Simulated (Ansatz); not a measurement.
## Electronic structure of CH6Al2O2S in real space

```yaml
atoms:
  - { symbol: O, position_ang: [-1.3912, -0.5942, -2.4887] }
  - { symbol: Al, position_ang: [-0.4068, -0.3480, -1.1117] }
  - { symbol: S, position_ang: [0.7360, 1.6883, -0.8904] }
  - { symbol: C, position_ang: [-0.0113, -1.4667, 0.3982] }
  - { symbol: O, position_ang: [-0.9676, -0.3264, 0.7152] }
  - { symbol: Al, position_ang: [-0.2847, 1.2590, 1.3526] }
  - { symbol: H, position_ang: [-1.7486, 0.1010, -3.0611] }
  - { symbol: H, position_ang: [1.9354, 1.0861, -0.6452] }
  - { symbol: H, position_ang: [-0.5440, -2.4230, 0.5590] }
  - { symbol: H, position_ang: [0.8984, -1.4150, 1.0305] }
  - { symbol: H, position_ang: [-1.4470, 2.3459, 1.4519] }
  - { symbol: H, position_ang: [0.9342, 1.0447, 2.3646] }
```

The calculation used Ansatz, RKS PBE-D4/def2-SVP.

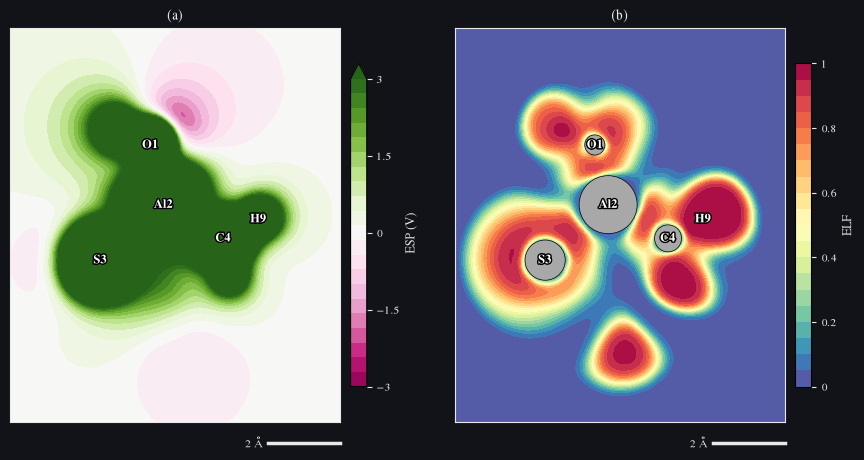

Figure 1. (a) electrostatic potential; (b) electron localisation function on the plane of atoms O1, Al2 and S3. Grey discs cover the atomic cores in the ELF map.

### What does the map show?

The plane passes through O, Al, S, C and H nuclei.
Al–O (1.71 Å): the ELF peaks at about 0.90 in the valence shell of O, 0.6 Å from its nucleus, and is about 0.35 at the midpoint.
C–Al (1.92 Å): the ELF peaks at about 0.90 between the atoms: a shared but strongly polarised pair.
Al–S (2.35 Å): the ELF peaks at about 0.90 in the valence shell of S, 1.0 Å from its nucleus, and is about 0.90 at the midpoint.
The ELF also peaks beside S3 and O1, away from the bonds: lone-pair regions.
Outside the dense part of the molecule the potential is most negative (−1.9 V) near O1.

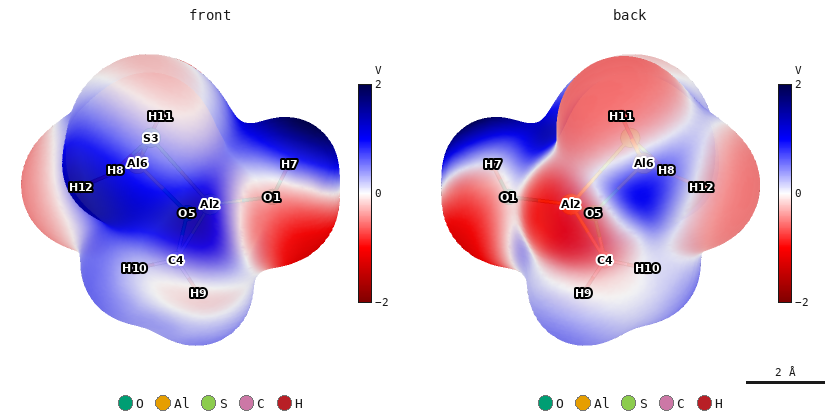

Figure 2. The molecular electrostatic potential painted on the density surface at 0.001 e/bohr³, seen from the front and from behind; red is negative and blue positive.

### Describe the electrostatic potential map.

The most negative region (about −1.2 V) lies over O1, the most positive (about +1.9 V) over H7. O1 is the likeliest acceptor of a hydrogen bond.

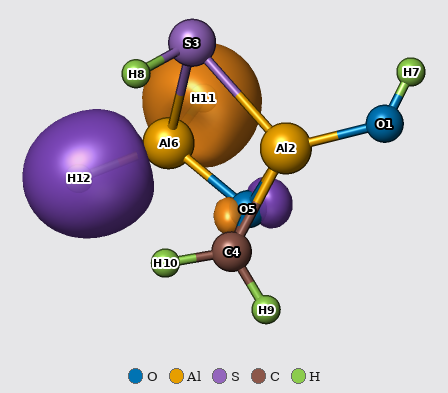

Figure 3. The HOMO−1 at ±0.15 Å⁻³ᐟ² (orange and purple are the two phases), seen at a tilt.

### What is the character of this orbital?

By Hirshfeld shares it lies mainly on Al6 (about 30 %), H12 (about 30 %) and H11 (about 25 %). Its energy is −6.91 eV.
